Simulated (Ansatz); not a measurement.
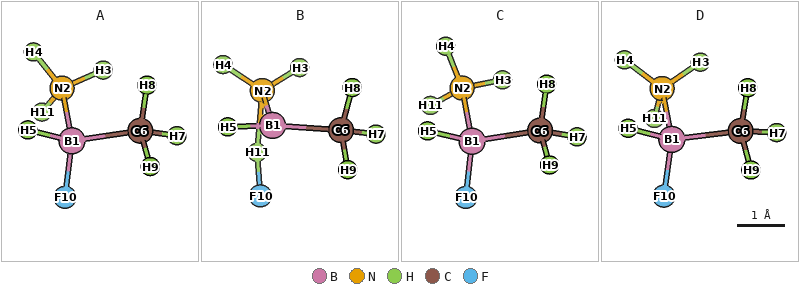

4 geometries from a converged minimum-energy path of CH7BFN, shuffled. A ball-and-stick model, seen from a free direction.

Method: RKS r2SCAN-D4/cc-pVDZ in Ansatz 0.2.0. Run with 7 movable images; climbing image; force threshold 0.03 eV/Å; iteration limit 60; starting path through a guess of the saddle point.

Which of them lies highest in energy?

Answer. B. In order along the path, whose images run from 0 to 8: B (image 3, +8.0 kcal/mol), D (image 5, −17.3 kcal/mol), A (image 6, −18.0 kcal/mol), C (image 7, −18.7 kcal/mol). Breaking: F10–H11 (0.94 → 1.10 at the top → 2.56 Å). Forming: B1–F10 (2.82 → 1.85 at the top → 1.42 Å), N2–H11 (1.86 → 1.37 at the top → 1.02 Å).
